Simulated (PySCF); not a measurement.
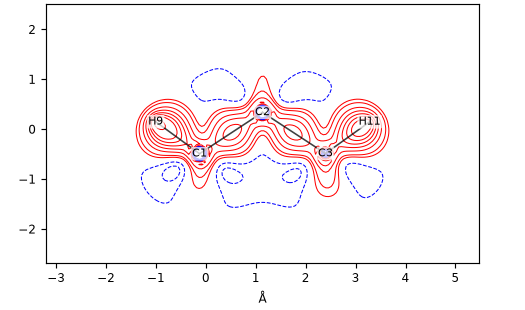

C4H10FGe, doublet, SMILES `C[CH](C)[Ge]([CH3])[F]`. Deformation density (molecule less spherical, spin-averaged free atoms) in the plane of C1, C2, C3, H9 and H11; contours at ±0.05 to ±0.8 e/Å³; solid red lines: gain, dashed blue lines: loss.

Computed with PySCF, PBE0/def2-SVP, geometry: GFN2-xTB. No frequency check shows the geometry to be a minimum. The stability of the open-shell solution wasn't checked. GFN2-xTB bond lengths at metals and heavier atoms can be off by up to 0.1 Å and shapes distorted, which carries into these values. GFN2-xTB doesn't know the spin state, so this open-shell geometry is rough.

**How much density has each bond in this plane gained at its critical point, relative to the free atoms?**

C1–H9: +0.69 e/Å³ at the bond critical point (bond length 1.09 Å, Mayer order 1.0). C3–H11: +0.67 e/Å³ at the bond critical point (bond length 1.09 Å, Mayer order 1.0). C2–C3: +0.46 e/Å³ at the bond critical point (bond length 1.51 Å, Mayer order 1.0). C1–C2: +0.45 e/Å³ at the bond critical point (bond length 1.51 Å, Mayer order 1.1). In all, 3.3 electrons gather in the regions of gain relative to the promolecule.

**Where do the Hirshfeld charges lie?**

The highest Hirshfeld charge is on Ge4 (+0.37 e), the lowest on F6 (−0.28 e).
